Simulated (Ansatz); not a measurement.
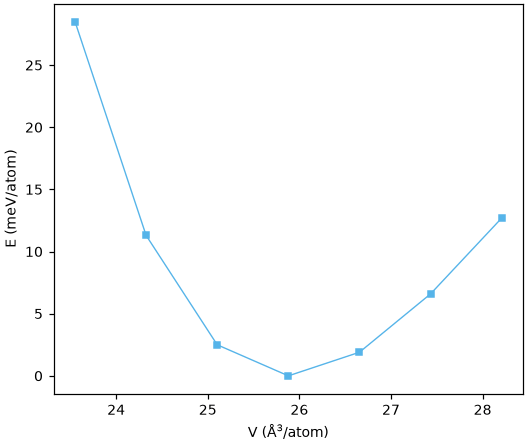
Figure: Te2Mo in space group P6_3/mmc (No. 194; Mo on 2c, Te on 4f) under volume change, r²SCAN+D4 in the plane-wave PAW code Ansatz, shape and atoms relaxed at each volume.

**Question.** What does a third-order Birch–Murnaghan fit give for V₀, B₀ and B′?

**Answer.** V₀ = 25.89 Å³/atom, B₀ = 29.0 GPa, B′ = 12.0.

The r²SCAN+D4 relaxation kept the symmetry of its start; of distortions, only those at the zone centre were tested. No spin polarisation was allowed. Spin–orbit coupling is left out wherever it is not named.

Potentials: the later of the program's two PAW sets.
